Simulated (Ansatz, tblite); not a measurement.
**The cluster Ti6H20O22: spin-state energies by level**

Aim: set other spin states of the cluster Ti6H20O22 against its singlet, on many levels of theory.

Program: Ansatz 0.2.0, Gaussian basis. Level of theory: as each input shows. These are calculated values, not measurements.

Levels to be run: triplet, at the geometry of the singlet (GFN1-xTB, GFN2-xTB, PBE0-D4/def2-SVP, PBE-D4/def2-SVP); the singlet's energies come from earlier runs.

**1. The geometry**

The geometry is that of the singlet, from an earlier relaxation (PBE-D4/def2-SVP).

48 atoms, charge 0, spin multiplicity 1.

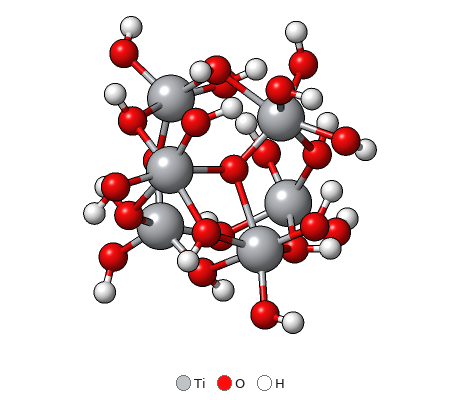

The structure; titanium light grey, oxygen red, hydrogen white.

No spin-orbit coupling is included.

**2. Triplet at the fixed geometry, GFN1-xTB**

Tight binding, by tblite at 300 K electronic temperature and without a spin-polarisation term:

```python
tblite.interface.Calculator('GFN1-xTB', numbers, positions, charge=0, uhf=2).singlepoint()
```

Energy -3336.3513 eV; 0.57 s.

**3. Triplet at the fixed geometry, GFN2-xTB**

Tight binding, by tblite at 300 K electronic temperature and without a spin-polarisation term:

```python
tblite.interface.Calculator('GFN2-xTB', numbers, positions, charge=0, uhf=2).singlepoint()
```

Energy -3004.9799 eV; 0.38 s.

**4. Triplet at the fixed geometry, PBE0-D4/def2-SVP**

The input, in.yaml:

```yaml
crystal:
  periodic: [false, false, false]
  atoms:
    - {symbol: Ti, position_ang: [-0.256323, -0.182823, 2.621480]}
    - {symbol: Ti, position_ang: [-0.548867, 0.006188, -2.471009]}
    - {symbol: Ti, position_ang: [-1.886281, 1.803150, 0.363108]}
    - {symbol: Ti, position_ang: [-1.943105, -1.777214, -0.027573]}
    - {symbol: Ti, position_ang: [1.610857, 2.383495, -0.461166]}
    - {symbol: Ti, position_ang: [1.599463, -1.321971, 0.084805]}
    - {symbol: O, position_ang: [-3.655494, -2.374578, -0.043359]}
    - {symbol: O, position_ang: [-1.951648, -1.317262, -1.954720]}
    - {symbol: O, position_ang: [-1.081045, -3.300783, 0.134340]}
    - {symbol: O, position_ang: [-1.866282, -1.316717, 1.990232]}
    - {symbol: O, position_ang: [-1.336965, 0.442003, -4.047380]}
    - {symbol: O, position_ang: [-3.041232, 3.103104, 0.811509]}
    - {symbol: O, position_ang: [-1.744926, 1.522172, -1.559082]}
    - {symbol: O, position_ang: [-1.074082, 1.295497, 1.883376]}
    - {symbol: O, position_ang: [-2.960464, 0.207566, 0.287383]}
    - {symbol: O, position_ang: [0.740907, -0.998386, -3.087004]}
    - {symbol: O, position_ang: [-0.088656, -0.645591, -0.320607]}
    - {symbol: O, position_ang: [2.596046, -1.691489, -1.584316]}
    - {symbol: O, position_ang: [1.406628, -3.208377, -0.100800]}
    - {symbol: O, position_ang: [0.717130, -1.809721, 1.966632]}
    - {symbol: O, position_ang: [-0.669297, -0.339517, 4.364329]}
    - {symbol: O, position_ang: [3.064714, -1.003025, 1.341413]}
    - {symbol: O, position_ang: [0.760109, 1.559264, -2.153020]}
    - {symbol: O, position_ang: [-0.263980, 3.034714, -0.112376]}
    - {symbol: O, position_ang: [2.648690, 3.595411, -1.281636]}
    - {symbol: O, position_ang: [2.477496, 0.625233, -0.425785]}
    - {symbol: O, position_ang: [1.445038, 0.543922, 2.646074]}
    - {symbol: O, position_ang: [1.966937, 2.611772, 1.253559]}
    - {symbol: H, position_ang: [-4.337353, -1.678339, -0.119963]}
    - {symbol: H, position_ang: [-2.801465, -1.254770, -2.425342]}
    - {symbol: H, position_ang: [-0.071292, -3.455282, -0.044260]}
    - {symbol: H, position_ang: [-2.088863, -2.079644, 2.557142]}
    - {symbol: H, position_ang: [-0.957799, 0.014462, -4.838626]}
    - {symbol: H, position_ang: [-3.679333, 3.468861, 0.170478]}
    - {symbol: H, position_ang: [-1.298349, 2.313915, -1.929566]}
    - {symbol: H, position_ang: [-3.116665, -0.026458, 1.234103]}
    - {symbol: H, position_ang: [1.571718, -1.385803, -2.570038]}
    - {symbol: H, position_ang: [3.167497, -0.904186, -1.695466]}
    - {symbol: H, position_ang: [1.899015, -3.493824, -0.897222]}
    - {symbol: H, position_ang: [0.085777, -2.536647, 1.777371]}
    - {symbol: H, position_ang: [-0.018752, -0.133596, 5.059516]}
    - {symbol: H, position_ang: [3.163250, -1.791416, 1.910973]}
    - {symbol: H, position_ang: [1.519013, 1.341300, -2.731236]}
    - {symbol: H, position_ang: [-0.167115, 3.579149, 0.697047]}
    - {symbol: H, position_ang: [3.295746, 4.145718, -0.802531]}
    - {symbol: H, position_ang: [3.199844, 0.574290, 0.240051]}
    - {symbol: H, position_ang: [2.214659, -0.040841, 2.321252]}
    - {symbol: H, position_ang: [1.755121, 1.897094, 1.967901]}
basis:
  gaussian: {orbitals: def2-SVP, fitting: {mean_field: def2-universal-jkfit}}
magnetization: {spin_polarized: true, initial_magnetization: 2}
hamiltonian: {xc: pbe0, dispersion: d4}
scf: {omitted_lower_state_checks: [starts]}
output: {orbitals: {seedname: orbitals}}
```

The run is started by

```console
> ansatz run in.yaml --threads 2 --pin off --events-out ev --progress --plain --max-ram 32768MiB --backend cuda --devices 0, --max-vram 18GiB
```

Standard output:

```text
Functional definition: PBE0
  name "PBE0"
  cite "Adamo & Barone, J. Chem. Phys. 110, 6158 (1999) doi:10.1063/1.478522"
  cite "Perdew, Burke & Ernzerhof, Phys. Rev. Lett. 77, 3865 (1996) doi:10.1103/PhysRevLett.77.3865"
  parent pbe
  parameter a = 0.25
  parameter kappa = 0.804
  parameter beta = 0.06672455060314922
  exchange = (1 - a)*pbe_x(kappa = kappa, mu = beta*pi^2/3) + a*exact_x
  correlation = pbe_c(beta = beta)
these checks for a lower state are left out or cut short: starts
3638 factors; integrals over basis functions are off by at most 1.6e-1 eV
mean field evaluation 1: about -183866.0065 eV, gradient 1.5e2 eV
mean field evaluation 2: about -181697.6801 eV, gradient 7.3e2 eV
mean field evaluation 4: about -183748.6960 eV, gradient 2.0e2 eV
mean field evaluation 8: about -183951.5400 eV, gradient 2.3e1 eV
mean field evaluation 16: about -183954.2211 eV, gradient 1.0e0 eV
mean field evaluation 32: about -183954.2557 eV, gradient 5.2e-2 eV
mean field -183954.25852570 eV, -6760.1943121447 hartree, gradient 4.7e-6 eV, S^2 2.009291; 0 other end points of the search recorded, 0 dependent functions left out
reference -183954.25866626 eV, -6760.1943173102 hartree; 165, 163 occupied and 429, 431 virtual orbitals, 3638 factors
Total energy: -183956.34132123 eV, -6760.2708534688 hartree
Checks for a lower state left out: starts
```

It took 26 s on 1 × H100 (card shared with other runs) with 2 threads of AMD EPYC 7R13, shared host; peak host memory 1.4 GiB.

HOMO -4.03 eV, LUMO -6.69 eV (over both spins; with the spin held, an empty level of the minority spin lies below the top filled one); ⟨S²⟩ 2.009 (pure: 2.00).

**5. Triplet at the fixed geometry, PBE-D4/def2-SVP**

start.molden holds the orbitals of an earlier run on this state, given as this run's starting guess.

Edit in.yaml of step 4 so:

```diff
@@ -52,5 +52,5 @@
 basis:
-  gaussian: {orbitals: def2-SVP, fitting: {mean_field: def2-universal-jkfit}}
+  gaussian: {orbitals: def2-SVP, fitting: {mean_field: def2-universal-jkfit}, initial_orbitals: start.molden}
 magnetization: {spin_polarized: true, initial_magnetization: 2}
-hamiltonian: {xc: pbe0, dispersion: d4}
+hamiltonian: {xc: pbe, dispersion: d4}
 scf: {omitted_lower_state_checks: [starts]}
```

Same command.

Standard output:

```text
Functional definition: PBE
  name "PBE"
  cite "Perdew, Burke & Ernzerhof, Phys. Rev. Lett. 77, 3865 (1996) doi:10.1103/PhysRevLett.77.3865"
  parent pbe
  parameter kappa = 0.804
  parameter beta = 0.06672455060314922
  exchange = pbe_x(kappa = kappa, mu = beta*pi^2/3)
  correlation = pbe_c(beta = beta)
these checks for a lower state are left out or cut short: starts
3638 factors; integrals over basis functions are off by at most 1.6e-1 eV
mean field evaluation 1: about -183954.7157 eV, gradient 1.4e1 eV
mean field evaluation 2: about -183956.1423 eV, gradient 2.0e0 eV
mean field evaluation 4: about -183956.4184 eV, gradient 2.1e-1 eV
mean field evaluation 8: about -183956.4424 eV, gradient 2.1e-2 eV
mean field evaluation 16: about -183956.4426 eV, gradient 6.8e-4 eV
mean field -183956.44263411 eV, -6760.2745766482 hartree, gradient 2.8e-6 eV, S^2 2.003052; 0 other end points of the search recorded, 0 dependent functions left out
reference -183956.44280866 eV, -6760.2745830628 hartree; 165, 163 occupied and 429, 431 virtual orbitals, 3638 factors
Total energy: -183958.78992036 eV, -6760.3608378268 hartree
Checks for a lower state left out: starts
```

It took 24 s on 1 × H100 (card shared with other runs) with 2 threads of AMD EPYC 7R13, shared host; peak host memory 1.4 GiB.

From the report: HOMO -2.88 eV, LUMO -6.62 eV (over both spins; with the spin held, an empty level of the minority spin lies below the top filled one); ⟨S²⟩ 2.003 (pure: 2.00).

**6. Triplet less singlet, vertical**

The singlet's energies are those of its earlier runs, whose logs aren't repeated here.

| level | triplet less singlet, vertical (kJ/mol) | time |
| --- | --- | --- |
| GFN1-xTB | +313.2 | 0.85 s |
| GFN2-xTB | +358.0 | 0.54 s |
| PBE-D4/def2-SVP | +349.4 | 33 s |
| PBE0-D4/def2-SVP | +413.7 | 35 s |

Times add the two runs; a level without a time comes out of a correlated run. Tight binding without a spin term can't rank spin states.

**7. Outcome**

| quantity | value |
| --- | --- |
| triplet less singlet, vertical, functionals in def2-SVP | +349.4 (PBE-D4) to +413.7 kJ/mol (PBE0-D4) |

All functionals put the triplet above the singlet, over a spread of 64.2 kJ/mol. The checks for a lower triplet were left out, so another state of that spin may lie lower. The singlet here is a closed shell; an open-shell singlet can lie lower. These are electronic energies, without zero-point motion, entropy or surroundings.
